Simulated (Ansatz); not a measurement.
**C$_{3}$H$_{6}$Sn: one change and its effect**

System: C$_{3}$H$_{6}$Sn, SMILES C#[C][SnH2][CH3].
Method of run A: RKS PBE0-D4/def2-TZVPP (Ansatz 0.2.0).

The geometry comes from this level: PBE0-D4/def2-TZVP. Text and figures count atoms from 1; the logs count them from 0 in places.

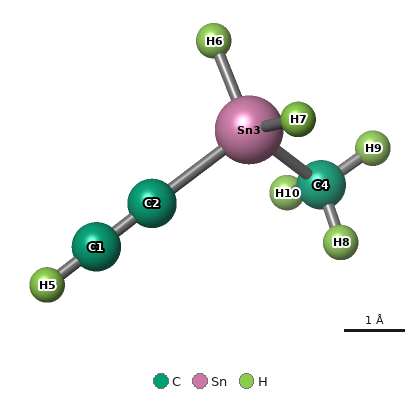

Figure 1. The structure as given in the input (ball-and-stick view, seen at a tilt; atoms are numbered from 1 in the order of the input). Sticks mark near contacts.

**The input, run A**
```yaml
crystal:
  periodic: [false, false, false]
  atoms:
    - {symbol: C, position_ang: [2.524045, -0.118219, -1.254161]}
    - {symbol: C, position_ang: [1.421591, 0.218864, -0.896554]}
    - {symbol: Sn, position_ang: [-0.487966, 0.769463, -0.254811]}
    - {symbol: C, position_ang: [-1.171636, -0.724564, 1.104734]}
    - {symbol: H, position_ang: [3.498020, -0.412492, -1.572535]}
    - {symbol: H, position_ang: [-0.356917, 2.296127, 0.495051]}
    - {symbol: H, position_ang: [-1.483719, 0.872371, -1.636130]}
    - {symbol: H, position_ang: [-1.203520, -1.689475, 0.599403]}
    - {symbol: H, position_ang: [-2.169124, -0.475942, 1.467190]}
    - {symbol: H, position_ang: [-0.487674, -0.787434, 1.950713]}
basis:
  gaussian: {orbitals: def2-TZVPP}
hamiltonian: {xc: pbe0, dispersion: d4}
output: {orbitals: {seedname: orbitals}}
```

Hardware: 4 CPU threads, shared host.

**Output (run A)**
```
Functional definition: PBE0
  parameter a = 0.25
  parameter kappa = 0.804
  parameter beta = 0.06672455060314922
  exchange = (1 - a)*pbe_x(kappa = kappa, mu = beta*pi^2/3) + a*exact_x
  correlation = pbe_c(beta = beta)
1355 factors; their error is unknown
mean field evaluation 1: about -9025.0296 eV, gradient 6.6e1 eV
mean field evaluation 2: about -9019.6803 eV, gradient 7.6e1 eV
mean field evaluation 4: about -9035.1319 eV, gradient 4.1e0 eV
mean field evaluation 8: about -9035.1657 eV, gradient 1.9e-1 eV
mean field evaluation 16: about -9035.2382 eV, gradient 2.3e-4 eV
mean field -9035.23815126 eV, -332.0388777545 hartree, gradient 4.5e-5 eV, S^2 0.000000; 0 other end points of the search recorded, 0 dependent functions left out
reference -9035.23818808 eV, -332.0388791075 hartree; 23, 23 occupied and 204, 204 virtual orbitals, 1355 factors
Total energy: -9035.39908310 eV, -332.0447918903 hartree
```

The input of run B differs as follows (lines with − go, lines with + come):
```diff
-  gaussian: {orbitals: def2-TZVPP}
+  gaussian: {orbitals: def2-SVP}
```

How does run B compare with run A?

The total energy of run B is 90.4 kcal/mol higher, which measures the change of basis and not a stability. The HOMO goes from −7.88 to −7.81 eV. The LUMO goes from 0.02 to 0.33 eV. The basis functions go from 227 to 98.

**Output (run B)**
```
Functional definition: PBE0
  parameter a = 0.25
  parameter kappa = 0.804
  parameter beta = 0.06672455060314922
  exchange = (1 - a)*pbe_x(kappa = kappa, mu = beta*pi^2/3) + a*exact_x
  correlation = pbe_c(beta = beta)
1176 factors; their error is unknown
mean field evaluation 1: about -9023.6926 eV, gradient 5.4e1 eV
mean field evaluation 2: about -9021.1392 eV, gradient 6.0e1 eV
mean field evaluation 4: about -9031.2364 eV, gradient 2.0e0 eV
mean field evaluation 8: about -9031.3198 eV, gradient 1.6e-1 eV
mean field -9031.31979702 eV, -331.8948808919 hartree, gradient 4.2e-5 eV, S^2 0.000000; 0 other end points of the search recorded, 0 dependent functions left out
reference -9031.31982885 eV, -331.8948820618 hartree; 23, 23 occupied and 75, 75 virtual orbitals, 1176 factors
Total energy: -9031.48072387 eV, -331.9007948446 hartree
```

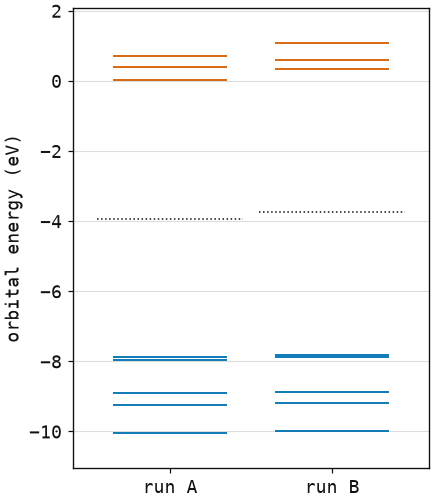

Figure 2. The five highest filled and three lowest empty orbital energies of the two runs; the dotted lines part filled from empty levels. The HOMO–LUMO gap is 7.90 eV in run A and 8.14 eV in run B.

**The two runs side by side**

| quantity | run A | run B |
| --- | --- | --- |
| outcome | converged | converged |
| total energy (hartree) | −332.044792 | −331.900795 |
| HOMO (eV) | −7.88 | −7.81 |
| LUMO (eV) | 0.02 | 0.33 |
| basis functions | 227 | 98 |
| wall time (shared host) | 2.1 s | 0.7 s |
